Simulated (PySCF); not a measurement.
Input file:

```
{"job": {"kind": "nmr", "xc": "PBE0", "basis": "pcSseg-2"}, "charge": 0, "multiplicity": 1}
C     -1.328491    -0.128231     0.238801
C     -0.048321    -0.066407     0.033127
C      1.233490    -0.022527    -0.164226
Cl     2.016214     1.281483    -0.987769
H     -1.988114    -0.600477    -0.482618
H     -1.778147     0.290417     1.134190
H      1.909261    -0.796563     0.175964
```

Run with:

```sh
OMP_NUM_THREADS=1 python probes_run.py task.json out
```

Geometry: PBE0-D3(BJ)/def2-TZVP.

Computed with PBE0/pcSseg-2, SCF density, gas phase, non-relativistic in PySCF.

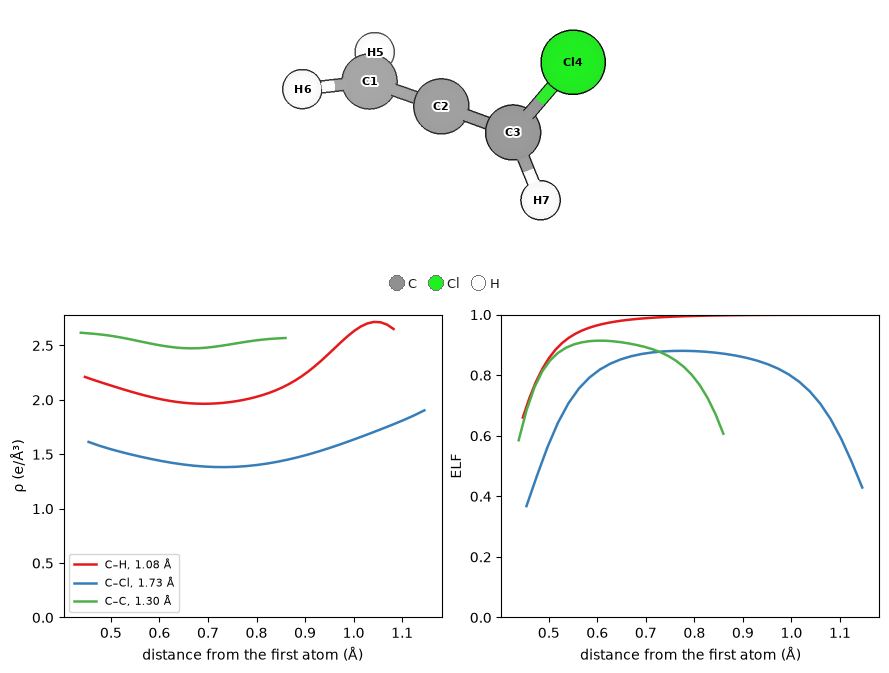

C₃H₃Cl. Total electron density and ELF along straight lines between neighbouring atoms. The curves leave out the atomic cores. The structure is drawn too.

Q: What kind of bonding do the profiles show?

A: C–H (1.08 Å): ρ is about 2.1 e/Å³ halfway; the ELF climbs to about 1 towards the hydrogen, as it does in any bond to H (a covalent bond by its length).
C–Cl (1.73 Å): ρ is about 1.5 e/Å³ halfway; the ELF peaks at about 0.90 between the atoms; a covalent bond.
C–C (1.30 Å): the density is about 2.5 e/Å³ at the midpoint; the ELF peaks at about 0.90 between the atoms (a multiple bond).
